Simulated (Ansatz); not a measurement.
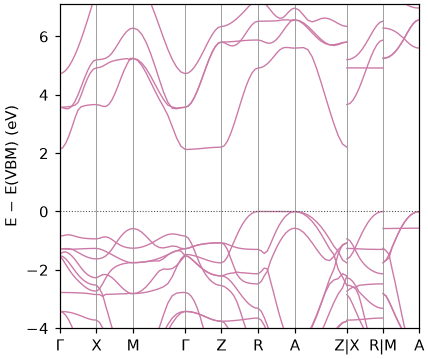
*Band structure from LDA (plane waves, PAW; program Ansatz)*

The gap is 2.13 eV; an edge lies off the plotted path or next to a special point (maximum on the R–A line, 2 % of the way from R, minimum at Γ).

Problem. Which compound is it?
A) LiTaO3, P4mm (Ta on 1b, Li on 1a, O on 1b, O on 2c)
B) HfO2, rutile
C) SnO2, rutile
D) BiClO, P4/nmm (Bi on 2c, Cl on 2c, O on 2a)

Solution. A, LiTaO3, P4mm (Ta on 1b, Li on 1a, O on 1b, O on 2c)

The start of the workflow was typed in or built on a structure type; neither database checked (COD, Materials Project) lists it. It is not the phase usual at ambient conditions (space group No. 161). Symmetry was held in the LDA relaxation. At this level the phase is dynamically unstable (imaginary phonons). No spin polarisation was allowed. Spin–orbit coupling is left out wherever it is not named.

Potentials: the later of the program's two PAW sets.
